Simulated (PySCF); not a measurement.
**Two runs on C$_{4}$H$_{12}$O$_{2}$Si**

System: C$_{4}$H$_{12}$O$_{2}$Si, SMILES CO[Si](C)(C)OC.
Method of run A: GIAO WP04/pcSseg-1 NMR shielding, non-relativistic, gas phase (PySCF 2.14.0).

The geometry comes from this level: PBE0-D3(BJ)/def2-SVP. Text and figures count atoms from 1; the logs count them from 0 in places.

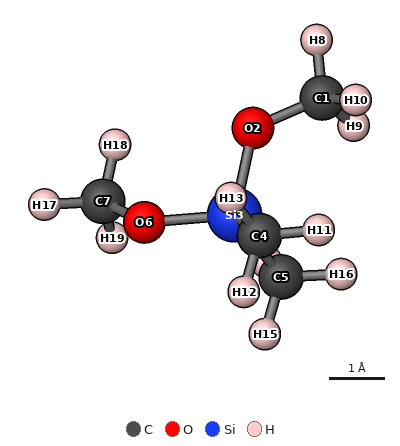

Fig. 1: The structure (ball-and-stick view, seen at a tilt; atoms are numbered from 1 in the order of the input).

The input, run A:
```
{"job": {"kind": "nmr", "xc": "WP04", "basis": "pcSseg-1", "pop": false}, "charge": 0, "multiplicity": 1}
C     -1.720762    -1.269631     1.143441
O     -0.472903    -0.650031     1.092561
Si     0.049416     0.416247    -0.083073
C     -0.807036     2.061292     0.051859
C     -0.167663    -0.368216    -1.767646
O      1.650396     0.687306     0.252735
C      2.603124    -0.320352     0.438981
H     -1.756863    -1.936807     2.019139
H     -1.924397    -1.884903     0.246388
H     -2.548343    -0.542003     1.246477
H     -1.890310     1.968974    -0.122969
H     -0.404162     2.769967    -0.688229
H     -0.653195     2.489359     1.053874
H      0.320818    -1.354335    -1.812229
H      0.276033     0.266903    -2.550285
H     -1.231380    -0.510115    -2.017101
H      3.539271     0.136072     0.796430
H      2.272997    -1.063038     1.186056
H      2.828791    -0.857218    -0.501706
```

The first line tells a small driver script what to run in PySCF; the rest is the geometry in Å.

Hardware: 1 CPU thread, shared host.

Output (run A):
```
coarse grid: 15584 points
cycle   1  E = -609.6028964711  dE =  5.638e-01  |g| = 1.426e+00  |ddm| = 3.800e+00
cycle   2  E = -608.9209616619  dE =  6.819e-01  |g| = 2.322e+00  |ddm| = 3.195e+00
cycle   3  E = -609.9626549345  dE = -1.042e+00  |g| = 2.894e-01  |ddm| = 2.505e+00
cycle   4  E = -609.9782693788  dE = -1.561e-02  |g| = 1.035e-01  |ddm| = 2.670e-01
cycle   5  E = -609.9808385451  dE = -2.569e-03  |g| = 9.903e-03  |ddm| = 7.442e-02
cycle   6  E = -609.9808522947  dE = -1.375e-05  |g| = 4.212e-03  |ddm| = 8.058e-03
cycle   7  E = -609.9808553664  dE = -3.072e-06  |g| = 1.403e-03  |ddm| = 3.541e-03
final grid: 143640 points
cycle   8  E = -610.0674382204  dE = -4.888e-05  |g| = 1.221e-02  |ddm| = 2.589e-02
cycle   9  E = -610.0674038253  dE =  3.440e-05  |g| = 1.822e-02  |ddm| = 1.776e-02
cycle  10  E = -610.0674682539  dE = -6.443e-05  |g| = 2.148e-03  |ddm| = 1.125e-02
cycle  11  E = -610.0674691857  dE = -9.318e-07  |g| = 2.102e-04  |ddm| = 1.845e-03
cycle  12  E = -610.0674691936  dE = -7.896e-09  |g| = 7.628e-05  |ddm| = 2.372e-04
cycle  13  E = -610.0674691947  dE = -1.081e-09  |g| = 2.772e-05  |ddm| = 9.574e-05
cycle  14  E = -610.0674691948  dE = -1.210e-10  |g| = 1.068e-05  |ddm| = 2.445e-05
converged SCF energy = -610.0674691948

GIAO shielding tensors (ppm)
atom      isotropic    diamagn.    paramagn.     s11        s22        s33       span
  0 C      119.622     242.817    -123.195     94.332     96.160    168.373     74.041
  1 O      297.590     405.543    -107.953    255.682    300.077    337.012     81.331
  2 Si     350.058     886.267    -536.209    324.074    347.376    378.724     54.650
  3 C      175.318     258.004     -82.686    170.457    172.446    183.053     12.596
  4 C      176.847     259.927     -83.080    171.358    177.347    181.837     10.480
  5 O      294.751     402.221    -107.470    245.086    312.570    326.597     81.511
  6 C      119.457     242.888    -123.431     93.503     96.368    168.501     74.999
  7 H       28.111      28.223      -0.112     24.074     25.680     34.580     10.506
  8 H       28.386      31.031      -2.645     24.031     26.911     34.217     10.186
  9 H       28.338      30.045      -1.707     24.111     26.411     34.492     10.380
 10 H       31.641      32.520      -0.879     27.802     29.845     37.276      9.474
 11 H       31.535      31.382       0.153     27.731     29.279     37.594      9.863
 12 H       31.400      31.766      -0.365     27.461     28.829     37.911     10.450
 13 H       31.374      34.134      -2.760     27.653     29.213     37.256      9.604
 14 H       31.627      32.284      -0.656     28.084     28.957     37.841      9.757
 15 H       31.544      33.538      -1.995     27.887     29.733     37.010      9.124
 16 H       28.193      27.434       0.760     24.047     25.764     34.770     10.723
 17 H       27.939      30.741      -2.802     23.316     26.668     33.833     10.518
 18 H       28.324      30.205      -1.881     24.021     26.496     34.454     10.433
```

For run B the input was changed thus:
```diff
-"xc": "WP04"
+"xc": "LDA"
```

What does this change do to the results?

The total energies belong to different methods, so their difference says nothing on which is more stable or more accurate. The HOMO goes from −8.78 to −6.25 eV. The LUMO goes from −0.35 to 0.11 eV. The dipole moment goes from 1.78 to 1.69 D. Of all shieldings, the largest change is that of Si3, by −41.1 ppm. The functional changes from WP04 to LDA. The number of SCF iterations is the same.

Output (run B):
```
coarse grid: 15584 points
cycle   1  E = -595.5489082595  dE =  5.310e-01  |g| = 1.165e+00  |ddm| = 3.772e+00
cycle   2  E = -594.7553612837  dE =  7.935e-01  |g| = 2.291e+00  |ddm| = 3.687e+00
cycle   3  E = -595.8000795898  dE = -1.045e+00  |g| = 3.286e-01  |ddm| = 3.015e+00
cycle   4  E = -595.8215321911  dE = -2.145e-02  |g| = 9.142e-02  |ddm| = 3.232e-01
cycle   5  E = -595.8234743807  dE = -1.942e-03  |g| = 1.440e-02  |ddm| = 7.343e-02
cycle   6  E = -595.8235110372  dE = -3.666e-05  |g| = 6.418e-03  |ddm| = 1.413e-02
cycle   7  E = -595.8235188931  dE = -7.856e-06  |g| = 1.798e-03  |ddm| = 5.946e-03
final grid: 143640 points
cycle   8  E = -595.8979953560  dE = -3.819e-05  |g| = 6.453e-03  |ddm| = 2.136e-02
cycle   9  E = -595.8979746795  dE =  2.068e-05  |g| = 1.221e-02  |ddm| = 1.349e-02
cycle  10  E = -595.8980038110  dE = -2.913e-05  |g| = 1.659e-03  |ddm| = 9.231e-03
cycle  11  E = -595.8980043762  dE = -5.653e-07  |g| = 1.645e-04  |ddm| = 1.538e-03
cycle  12  E = -595.8980043810  dE = -4.796e-09  |g| = 8.226e-05  |ddm| = 2.208e-04
cycle  13  E = -595.8980043824  dE = -1.418e-09  |g| = 2.757e-05  |ddm| = 1.071e-04
cycle  14  E = -595.8980043825  dE = -1.191e-10  |g| = 7.924e-06  |ddm| = 2.716e-05
converged SCF energy = -595.8980043825

GIAO shielding tensors (ppm)
atom      isotropic    diamagn.    paramagn.     s11        s22        s33       span
  0 C      127.890     243.655    -115.765     98.540    102.111    183.018     84.478
  1 O      297.878     401.491    -103.613    223.609    314.228    355.796    132.186
  2 Si     308.963     884.583    -575.619    278.605    315.283    333.002     54.398
  3 C      185.291     257.772     -72.482    176.646    181.023    198.203     21.557
  4 C      188.311     259.302     -70.991    179.489    188.839    196.604     17.115
  5 O      293.378     398.597    -105.219    217.818    322.399    339.916    122.098
  6 C      128.393     244.066    -115.673     98.553    103.166    183.460     84.907
  7 H       26.952      27.653      -0.701     22.661     24.474     33.721     11.059
  8 H       27.275      29.781      -2.507     22.714     25.611     33.499     10.785
  9 H       27.217      29.030      -1.813     22.771     25.064     33.817     11.045
 10 H       30.868      31.367      -0.500     26.669     29.012     36.922     10.252
 11 H       30.849      30.626       0.223     26.767     28.471     37.310     10.543
 12 H       30.856      30.803       0.053     26.570     27.879     38.119     11.549
 13 H       30.679      32.590      -1.911     26.487     28.231     37.318     10.830
 14 H       31.010      31.316      -0.307     27.162     28.097     37.770     10.608
 15 H       30.771      32.229      -1.457     26.740     28.936     36.638      9.898
 16 H       27.085      27.257      -0.172     22.645     24.612     33.997     11.352
 17 H       26.853      29.505      -2.653     21.974     25.335     33.249     11.275
 18 H       27.229      29.234      -2.005     22.624     25.225     33.838     11.214
```

The two runs side by side:

```tsv
quantity	run A	run B
outcome	converged	converged
total energy (hartree)	−610.067469	−595.898004
HOMO (eV)	−8.78	−6.25
LUMO (eV)	−0.35	0.11
dipole moment (D)	1.78	1.69
shielding of C1 (ppm)	119.6	127.9
shielding of Si3 (ppm)	350.1	309.0
shielding of C4 (ppm)	175.3	185.3
shielding of C5 (ppm)	176.8	188.3
shielding of O6 (ppm)	294.8	293.4
shielding of C7 (ppm)	119.5	128.4
shielding of H8 (ppm)	28.1	27.0
SCF iterations	14	14
basis functions	186	186
wall time (shared host)	36 s	38 s
```
